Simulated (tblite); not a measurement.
**Molecular dynamics, with input and output: CH$_{3}$Cl$_{3}$Si**

- system: CH$_{3}$Cl$_{3}$Si, SMILES C[Si](Cl)(Cl)Cl
- method: GFN2-xTB Langevin dynamics, gas phase (tblite 0.8.0)

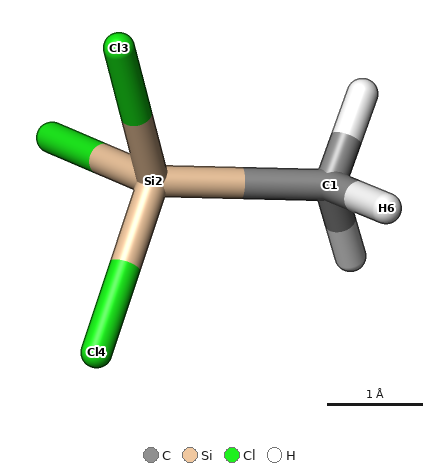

Fig. 1: The starting structure (stick view, seen at a tilt; atoms are numbered from 1 in the order of the input). Bond lengths as drawn: Cl–Si 2.02 Å, C–H 1.09 Å and C–Si 1.90 Å.

Input:
```
{"job": {"dt": 1.5, "steps": 8000, "equilibration": 400, "friction": 0.005, "h_mass": 4.0, "temperature": 500, "xc": "GFN2-xTB", "basis": "xTB", "kind": "md"}, "charge": 0, "multiplicity": 1}
C     -1.039735     0.131835    -0.157381
Si     0.828181    -0.095912     0.102322
Cl     1.740862     1.707171     0.184266
Cl     1.615182    -1.160525    -1.426827
Cl     1.172995    -1.082356     1.834134
H     -1.246542     0.660957    -1.083442
H     -1.483992     0.702295     0.653507
H     -1.550722    -0.825814    -0.204839
```

The first line tells a small driver script what to run in tblite; the rest is the geometry in Å.

Run on 1 CPU thread, shared host.

Launch command:
```bash
OMP_NUM_THREADS=1 python <driver script> task.json out
```

What the program printed:
```
t/fs     T/K   E - E0/eV
     0.0    399.3     0.0000
   525.0    750.1     0.2272
  1050.0    362.7     0.2832
  1575.0    555.6     0.2657
  2100.0    423.6     0.1695
  2625.0    580.3     0.3280
  3150.0    587.4     0.3891
  3675.0    679.4     0.3792
  4200.0    698.3     0.2090
  4725.0    404.0     0.6067
  5250.0    314.7     0.1884
  5775.0    616.2     0.4189
  6300.0    508.1     0.3006
  6825.0    625.6     0.3154
  7350.0    388.7     0.4721
  7875.0    899.9     0.2207
  8400.0    616.1     0.3739
  8925.0    245.9     0.3772
  9450.0    415.3     0.2812
  9975.0    622.4     0.6347
 10500.0    596.0     0.3854
 11025.0    395.9     0.5090
 11550.0    623.1     0.4017
 12075.0    502.7     0.4010
 12600.0    501.7     0.2495
```

Trajectory as extended XYZ (Å, eV, eV/Å), 25 frames, from step=0 to step=8400:
```
8
Properties=species:S:1:pos:R:3:forces:R:3 step=0 time_fs=0.0 energy=-521.70490 temperature=399.3
C    -1.0397    0.1318   -0.1574    0.0000  -0.0020  -0.0020
Si    0.8282   -0.0959    0.1023   -0.0010   0.0000   0.0020
Cl    1.7409    1.7072    0.1843    0.0010   0.0020  -0.0010
Cl    1.6152   -1.1605   -1.4268    0.0000   0.0000   0.0000
Cl    1.1730   -1.0824    1.8341   -0.0010  -0.0010  -0.0010
H    -1.2465    0.6610   -1.0834    0.0000   0.0010  -0.0020
H    -1.4840    0.7023    0.6535    0.0010  -0.0010   0.0020
H    -1.5507   -0.8258   -0.2048    0.0010   0.0010   0.0020
8
Properties=species:S:1:pos:R:3:forces:R:3 step=350 time_fs=525.0 energy=-521.47769 temperature=750.1
C    -0.8640   -1.3558    0.2703   -0.1050   0.6710   0.5380
Si    0.9766   -0.7645   -0.0616   -0.7580  -0.7660   0.2470
Cl    1.0893    1.2248    0.2189    0.1790  -0.0500   0.1770
Cl    1.4679   -1.0462   -2.0509   -0.0640  -0.0600   0.6940
Cl    2.0933   -1.9900    1.2474   -0.3790   0.7640  -0.7510
H    -0.9538   -2.3368   -0.1628   -0.2140  -0.2960  -0.1020
H    -1.6589   -0.7101   -0.1619    0.7770  -0.3530   0.0770
H    -1.1404   -1.4438    1.3523    0.5640   0.0900  -0.8790
8
Properties=species:S:1:pos:R:3:forces:R:3 step=700 time_fs=1050.0 energy=-521.42173 temperature=362.7
C     0.6767   -2.1302    0.2151    0.5470   0.5910   1.2220
Si    2.0473   -0.7406   -0.0368   -0.9330  -0.2030  -0.7290
Cl    1.2655    1.0878    0.4354   -0.0490  -0.1750  -0.2630
Cl    2.9479   -0.6064   -1.9576   -0.5890  -0.1830   1.0850
Cl    3.3938   -1.0421    1.3705    0.7520  -0.2570   0.4380
H    -0.2030   -1.9469   -0.3366   -0.9240   0.5430  -0.6860
H     0.3246   -2.2147    1.2934    0.7940   0.1110  -1.2390
H     1.0091   -3.0863   -0.1401    0.4020  -0.4270   0.1720
8
Properties=species:S:1:pos:R:3:forces:R:3 step=1050 time_fs=1575.0 energy=-521.43925 temperature=555.6
C     1.3804   -2.3335    0.5291    0.4820  -1.1650   0.8890
Si    2.3428   -0.7168    0.5552    0.5910  -0.0880  -0.2170
Cl    1.0133    0.7713    0.5789   -0.1290   0.3390   0.2190
Cl    3.6158   -0.3843   -0.9730   -0.0520   0.0330  -0.5840
Cl    3.7562   -0.9159    2.0033   -0.2240   0.1780   0.4690
H     1.6142   -3.0157   -0.2816   -0.1310   0.3330  -0.4210
H     0.3002   -2.1924    0.5854    0.2930  -0.1720   0.0880
H     1.7668   -2.9299    1.4016   -0.8310   0.5420  -0.4430
8
Properties=species:S:1:pos:R:3:forces:R:3 step=1400 time_fs=2100.0 energy=-521.53539 temperature=423.6
C     4.0300   -1.9560    0.2972   -0.1450  -0.5510  -1.3700
Si    4.3770   -0.1225    0.0112   -0.6390   0.7210  -0.0860
Cl    2.8566    1.2254    0.4601    0.2590  -0.5460   0.0340
Cl    4.6937    0.2051   -1.9389    0.1670  -0.0430  -0.4100
Cl    5.9537    0.5190    1.0775    0.1850  -0.0810   0.1350
H     4.9341   -2.5205    0.1411    0.6370  -0.0520   0.1970
H     3.3596   -2.4726   -0.4369    0.0480   0.8840   0.7930
H     3.7243   -2.1136    1.2993   -0.5120  -0.3320   0.7080
8
Properties=species:S:1:pos:R:3:forces:R:3 step=1750 time_fs=2625.0 energy=-521.37690 temperature=580.3
C     6.1648   -1.4348   -0.2423   -1.3140  -0.8200  -0.0690
Si    4.9186   -0.1041    0.4315    1.1850  -0.6180   0.6250
Cl    3.6185   -0.7972    1.8810    0.3150   0.1090  -0.5240
Cl    3.9261    0.7869   -1.0174   -0.3620   0.3360  -0.4230
Cl    6.2532    1.0742    1.4259   -0.2200   0.3080   0.0470
H     6.1219   -2.2147    0.5334   -0.3280  -0.3590  -0.6780
H     7.2127   -1.2327   -0.2236    0.4380   0.8770  -0.3110
H     5.8858   -1.8139   -1.2686    0.2870   0.1670   1.3330
8
Properties=species:S:1:pos:R:3:forces:R:3 step=2100 time_fs=3150.0 energy=-521.31581 temperature=587.4
C     6.4217   -2.1620    0.4950   -1.2210   1.0500   1.4460
Si    5.5862   -0.4288    0.7488   -1.5820  -0.7630  -1.0840
Cl    3.4897   -0.6403    0.3831    0.7730  -0.0530   0.4620
Cl    6.0206    0.8211   -0.7585    0.3740   0.2030  -0.4810
Cl    5.9702    0.6522    2.3545    0.0970   0.0190   0.7400
H     5.8076   -2.9807    0.1366   -0.1380   0.2400   0.1030
H     6.8181   -2.3953    1.4841    0.3180  -0.4100  -0.4100
H     7.1552   -1.9284   -0.2129    1.3780  -0.2860  -0.7770
8
Properties=species:S:1:pos:R:3:forces:R:3 step=2450 time_fs=3675.0 energy=-521.32570 temperature=679.4
C     5.7627   -1.9973    1.6650   -0.8590  -1.2300   0.2890
Si    5.7253   -0.3286    0.8296    0.7700   1.0860  -0.9440
Cl    4.4746   -0.0984   -0.7460   -0.1490  -0.5010  -0.4030
Cl    7.4720    0.4912    0.0998   -0.1390  -0.3600   0.3150
Cl    4.8758    1.0253    2.0331    0.0080   0.2850   0.7610
H     4.6543   -2.1197    1.7734    0.7660  -0.3720   0.5680
H     6.2643   -2.0241    2.6597   -0.5130   0.0980  -0.8460
H     6.0610   -2.9087    1.0961    0.1160   0.9940   0.2600
8
Properties=species:S:1:pos:R:3:forces:R:3 step=2800 time_fs=4200.0 energy=-521.49586 temperature=698.3
C     4.9505   -2.4718    2.0933    0.4290  -0.0240  -3.2320
Si    5.5684   -0.8235    1.2735   -1.0040  -0.7050   0.5690
Cl    5.1112   -0.7083   -0.6758   -0.0880  -0.0170  -0.2670
Cl    7.5086   -0.7773    1.4969    1.3010   0.1750   0.1030
Cl    4.6681    0.6909    2.2409   -0.0940   0.2880   0.0930
H     5.7387   -3.2376    2.0512   -0.4280   0.3260   0.3970
H     4.1475   -2.8153    1.4072    0.3310  -0.1310   0.4920
H     4.5104   -2.3329    3.0156   -0.4490   0.0880   1.8450
8
Properties=species:S:1:pos:R:3:forces:R:3 step=3150 time_fs=4725.0 energy=-521.09819 temperature=404.0
C     6.1171   -3.6264    2.8206   -2.7740  -1.4820  -2.4690
Si    5.9721   -1.8119    2.1788    0.0940  -1.3430  -0.5650
Cl    5.9104   -1.9381    0.1294   -0.2400   0.0600  -0.0300
Cl    7.8695   -1.2265    2.4142    0.2760   0.7070   0.4300
Cl    4.2182   -0.9665    2.7095    0.3850   0.1510   0.1800
H     6.4563   -4.3429    2.0177    0.6500   1.0770   0.6850
H     5.0514   -4.1021    2.8255    1.4320   1.0370   1.0120
H     6.6691   -3.7686    3.7073    0.1760  -0.2070   0.7570
8
Properties=species:S:1:pos:R:3:forces:R:3 step=3500 time_fs=5250.0 energy=-521.51646 temperature=314.7
C     5.3318   -3.3882    2.4806   -0.0470  -0.2820  -1.7140
Si    5.5696   -1.8119    1.3961    0.3800  -0.6120  -0.0660
Cl    5.7064   -2.3959   -0.5921    0.1050   0.2600   0.6850
Cl    7.1375   -0.6358    2.0410   -0.3110  -0.4700  -0.2990
Cl    3.9435   -0.7229    1.6330   -0.7390   0.5720  -0.0100
H     6.0474   -4.1216    2.1039   -0.2920  -0.2220   0.0720
H     4.3213   -3.8247    2.5007    0.4470   0.2930  -0.3870
H     5.5901   -3.2182    3.4720    0.4580   0.4620   1.7200
8
Properties=species:S:1:pos:R:3:forces:R:3 step=3850 time_fs=5775.0 energy=-521.28600 temperature=616.2
C     6.5074   -2.1872    3.0348    1.8040   0.8690   1.1460
Si    7.0449   -1.6578    1.2746   -0.8140   0.1540  -0.7480
Cl    6.5837   -3.1139   -0.1933    0.3490   0.7870   0.8490
Cl    9.0734   -1.2697    1.3296   -0.8320  -0.1100  -0.1130
Cl    5.9038    0.0692    0.6605    0.8280  -1.0510   0.4070
H     6.5951   -1.3115    3.7053   -0.3120   0.1600  -0.4930
H     7.3654   -2.7578    3.4792   -1.0710  -0.3420  -0.5580
H     5.5356   -2.5845    3.2729    0.0470  -0.4680  -0.4900
8
Properties=species:S:1:pos:R:3:forces:R:3 step=4200 time_fs=6300.0 energy=-521.40433 temperature=508.1
C     6.5669   -0.7504    3.1492    0.2290   1.3660  -0.0270
Si    7.1191   -1.3360    1.4663    1.1280  -0.9350  -0.1470
Cl    6.0812   -3.0537    1.4746   -0.1300  -0.6740  -0.4180
Cl    9.1410   -1.6408    1.2051   -0.2610  -0.0850   0.2910
Cl    6.7160   -0.2454   -0.1277   -0.4430   0.5580  -0.5080
H     5.4830   -0.7167    3.0139    0.0790   0.1600   0.7330
H     6.9496    0.2804    3.2970   -0.4170  -0.5860   0.3530
H     6.8620   -1.3815    3.9889   -0.1840   0.1960  -0.2750
8
Properties=species:S:1:pos:R:3:forces:R:3 step=4550 time_fs=6825.0 energy=-521.38947 temperature=625.6
C     6.8521    0.1362    3.2070    0.7650  -0.4220  -0.8690
Si    6.8899   -1.2096    1.7469    0.6430   0.8070   1.0480
Cl    6.1915   -3.0331    2.2456   -0.0350   0.1800  -0.0790
Cl    8.8788   -1.2329    1.3408    0.2520  -0.3060   0.0040
Cl    6.1689   -0.4618    0.0119   -0.3800  -0.0880   0.1170
H     6.1292    0.0210    3.9806   -0.3290  -0.4950   0.4860
H     6.5550    1.0125    2.6824   -0.2400   0.9740  -0.3380
H     7.8379    0.3945    3.6554   -0.6750  -0.6490  -0.3680
8
Properties=species:S:1:pos:R:3:forces:R:3 step=4900 time_fs=7350.0 energy=-521.23283 temperature=388.7
C     7.5262   -0.3341    2.6006   -2.1190  -1.0000  -0.1350
Si    7.0631   -1.4882    1.1895   -1.6660  -0.4940  -1.7510
Cl    5.6625   -2.8690    1.7450    0.3060  -0.1040   0.3570
Cl    8.3765   -2.4521   -0.0330    0.1340   0.2300   0.5040
Cl    5.8207   -0.5657   -0.3085    0.6330   0.0920   0.6090
H     7.6709    0.6114    2.1906    0.5470   1.5990  -0.3450
H     8.3872   -0.7555    3.0051    1.3440  -0.1410   1.1530
H     6.6827   -0.2614    3.3272    0.8210  -0.1830  -0.3920
8
Properties=species:S:1:pos:R:3:forces:R:3 step=5250 time_fs=7875.0 energy=-521.48425 temperature=899.9
C     7.5971   -0.7796    2.0147    0.6990   0.1230   0.3540
Si    6.4811   -1.5910    0.6988    0.2580   0.9270  -0.3280
Cl    5.7616   -3.1837    1.5663   -0.4120  -1.3340   0.4900
Cl    7.4616   -1.9016   -1.0307    0.3070  -0.1850  -0.1100
Cl    4.8413   -0.5815    0.0570   -0.0770   0.3300   0.1490
H     7.5473    0.3299    1.9349    0.0280  -0.8750   0.4360
H     8.6677   -1.0659    1.8829   -0.7770   0.2720  -0.1220
H     7.3521   -1.1621    3.0387   -0.0260   0.7430  -0.8690
8
Properties=species:S:1:pos:R:3:forces:R:3 step=5600 time_fs=8400.0 energy=-521.33100 temperature=616.1
C     6.4300   -0.9414    0.9324   -1.3940  -0.2820  -1.9110
Si    4.9106   -2.0287    0.3732    0.7870   0.3740   0.9310
Cl    4.6370   -3.5004    1.7270   -0.3340   0.0300   0.1860
Cl    5.4475   -2.9603   -1.2776    0.2360  -0.5080  -0.9890
Cl    3.4327   -0.7713   -0.1193   -0.4240   0.0460   0.1540
H     7.3202   -1.5314    0.7221    0.0840   0.4550   0.0730
H     6.3831   -0.6960    1.9805    0.1170   0.5600  -0.1760
H     6.2973   -0.1019    0.1578    0.9280  -0.6750   1.7320
8
Properties=species:S:1:pos:R:3:forces:R:3 step=5950 time_fs=8925.0 energy=-521.32772 temperature=245.9
C     6.3167   -1.7845   -0.2905    1.2750   1.2870   0.3760
Si    4.4612   -1.9356    0.0194   -0.1440   0.1800  -0.2560
Cl    3.8693   -1.4228    1.9665    0.2220  -0.3730  -1.1530
Cl    4.0210   -3.9052   -0.5495   -0.0810   1.0120   0.3830
Cl    3.8553   -0.4907   -1.3908   -0.2180  -0.6910   0.6880
H     6.9528   -2.3637    0.3591   -0.0720  -0.7900  -0.0350
H     6.7463   -0.7756   -0.0701   -0.8160  -0.3140  -0.2270
H     6.5863   -1.9462   -1.3356   -0.1640  -0.3100   0.2230
8
Properties=species:S:1:pos:R:3:forces:R:3 step=6300 time_fs=9450.0 energy=-521.42368 temperature=415.3
C     5.6767   -3.0250    0.6145    0.8670  -0.6000   0.9260
Si    4.1687   -2.3735   -0.2521   -0.8630   2.0330   0.0000
Cl    3.0742   -1.3474    1.2846    0.4200  -0.5720  -0.6520
Cl    3.0172   -3.7649   -1.0453   -0.3130  -0.4750  -0.2370
Cl    4.3888   -0.8506   -1.6462    0.1350  -0.5790   0.3700
H     5.7304   -2.5111    1.5927    0.4110  -0.1160  -0.5730
H     6.6667   -3.0230    0.1103   -0.8630   0.2530   0.2930
H     5.4621   -4.0661    0.8837    0.2070   0.0570  -0.1280
8
Properties=species:S:1:pos:R:3:forces:R:3 step=6650 time_fs=9975.0 energy=-521.07022 temperature=622.4
C     5.5899   -3.6797   -0.7034   -1.4470  -0.6320  -2.5790
Si    4.3971   -2.2465   -0.4311   -1.1040  -0.0020   0.5750
Cl    4.0745   -1.7094    1.5466   -0.0040  -0.2320  -0.7110
Cl    2.4714   -2.6212   -1.3097    1.3250   0.4090   0.4950
Cl    5.6918   -0.8581   -1.1707   -0.5070   0.4610  -0.0790
H     6.3714   -3.6194   -0.0149    1.3800   0.0670   0.4500
H     5.8205   -3.4847   -1.7910    0.8410  -0.1320   1.1070
H     5.2738   -4.7157   -0.8078   -0.4830   0.0620   0.7430
8
Properties=species:S:1:pos:R:3:forces:R:3 step=7000 time_fs=10500.0 energy=-521.31950 temperature=596.0
C     5.1487   -2.6188    2.0699   -1.5450   0.2450  -2.3200
Si    4.0484   -1.4009    0.9665    0.3520  -0.6370   0.7020
Cl    2.8180   -0.0463    1.8390    0.2230  -0.0770   0.1090
Cl    2.8064   -2.8033    0.1494   -0.1090   0.1480  -0.1550
Cl    5.1050   -0.4760   -0.4475    0.2310   0.1620  -0.2390
H     5.0255   -3.5094    1.4471    0.5070  -0.2260   0.2910
H     4.6121   -2.8104    2.9400   -0.7630  -0.2640   1.6000
H     6.1625   -2.4920    2.3016    1.1040   0.6480   0.0120
8
Properties=species:S:1:pos:R:3:forces:R:3 step=7350 time_fs=11025.0 energy=-521.19592 temperature=395.9
C     3.9495   -2.2360    2.1508    3.5670  -0.3090   2.3580
Si    3.5717   -0.9872    0.8654   -0.3160   0.1930  -1.8540
Cl    3.5051    0.8416    1.6441   -0.2080   0.4760   0.2110
Cl    1.9038   -1.4573   -0.2101    0.0880   0.1150   0.2120
Cl    5.1038   -0.9452   -0.4726    0.0630  -0.0040  -0.0960
H     5.0457   -2.6921    2.0479   -2.2500   0.5290  -0.3190
H     3.2721   -3.0556    2.3697    0.0750   0.4400   0.1150
H     4.2094   -1.5518    3.0483   -1.0180  -1.4410  -0.6270
8
Properties=species:S:1:pos:R:3:forces:R:3 step=7700 time_fs=11550.0 energy=-521.30324 temperature=623.1
C     4.1191   -2.1860    0.9546    0.3990   0.0290   1.5660
Si    4.6106   -0.7461   -0.1452   -0.6030   1.0380  -0.4490
Cl    4.1445    0.8248    1.1766    0.4470  -0.3380  -0.6840
Cl    3.1838   -0.6985   -1.6467    0.4560   0.0660   0.2700
Cl    6.4611   -0.6013   -1.1136   -0.9720  -0.1220   0.7340
H     4.3932   -1.9757    2.0170    0.1530  -0.2080  -0.7950
H     4.5882   -3.0773    0.6440    0.9490  -1.0120  -0.1910
H     3.0998   -2.5044    1.0420   -0.8300   0.5460  -0.4520
8
Properties=species:S:1:pos:R:3:forces:R:3 step=8050 time_fs=12075.0 energy=-521.30387 temperature=502.7
C     4.2942   -1.8282   -0.1590    0.0510  -0.3660   1.2870
Si    4.2518   -0.0008   -0.0353    0.3440   2.8190  -0.4060
Cl    3.3912    0.3492    1.8006    0.2320   0.0790  -0.4620
Cl    3.1343    0.8134   -1.5773    0.1620  -0.2820   0.4730
Cl    6.0172    1.2237   -0.2238   -0.9290  -0.9530   0.2770
H     4.5302   -2.1640    0.8500    0.2370  -0.4880  -0.1790
H     4.8834   -2.2961   -0.8815    1.3270  -0.4140  -0.8750
H     3.3238   -2.1727   -0.3757   -1.4240  -0.3940  -0.1150
8
Properties=species:S:1:pos:R:3:forces:R:3 step=8400 time_fs=12600.0 energy=-521.45541 temperature=501.7
C     4.6540   -1.2701    0.1135   -2.4930   0.7650   1.7420
Si    4.6555    0.3652    1.1292   -0.0100  -1.2430  -0.3410
Cl    3.2424    0.4342    2.5414   -0.0940  -0.0820   0.3230
Cl    4.3240    1.8312   -0.1194   -0.2920   1.1380  -0.8620
Cl    6.5403    0.4818    1.7175    0.8000   0.1900   0.6220
H     4.6700   -2.0948    0.7907    0.0700  -0.6610   0.4840
H     5.4566   -1.3645   -0.5094    1.8160  -0.0650  -1.6860
H     3.7043   -1.3519   -0.4143    0.2020  -0.0420  -0.2820
```

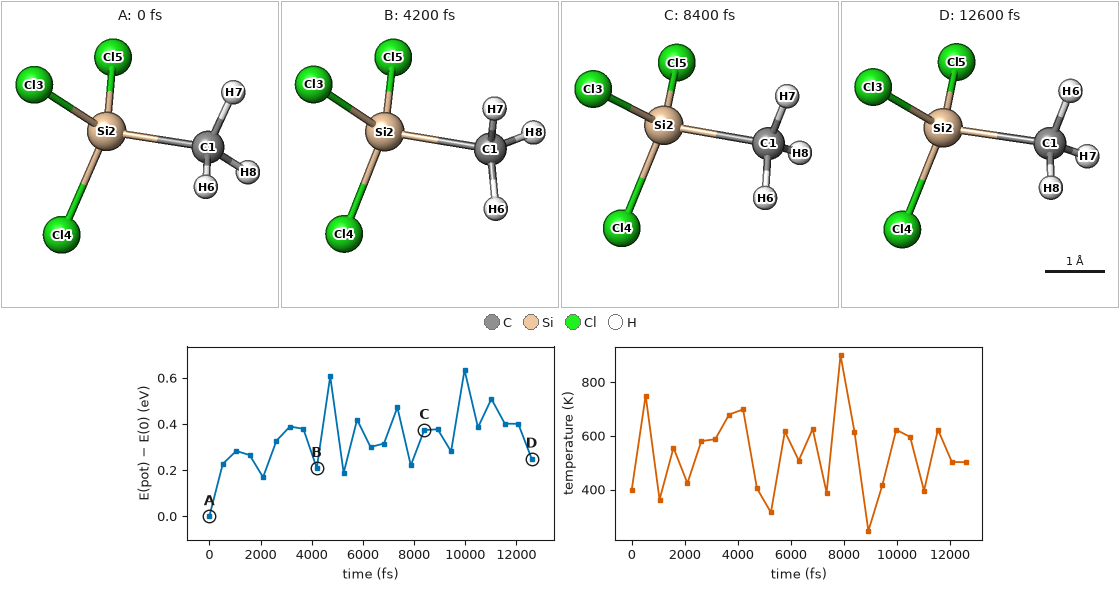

Fig. 2: Frames of the molecular dynamics (ball-and-stick, seen at a tilt) above the curves, on which the letters mark them. The trajectory kept here has 25 frames over 12600 fs. The temperature starts at 399 K, ranges from 246 to 900 K and averages 534 K over the second half. The potential energy ends 0.249 eV above its first value. After an unweighted best fit of the last frame on the first, the root-mean-square displacement is 0.96 Å.

Summary:

```tsv
quantity	value
outcome	finished
mean temperature over the second half	534 K
trajectory	25 frames kept, 12600 fs
wall time	60 s
peak memory	0.44 GiB
```
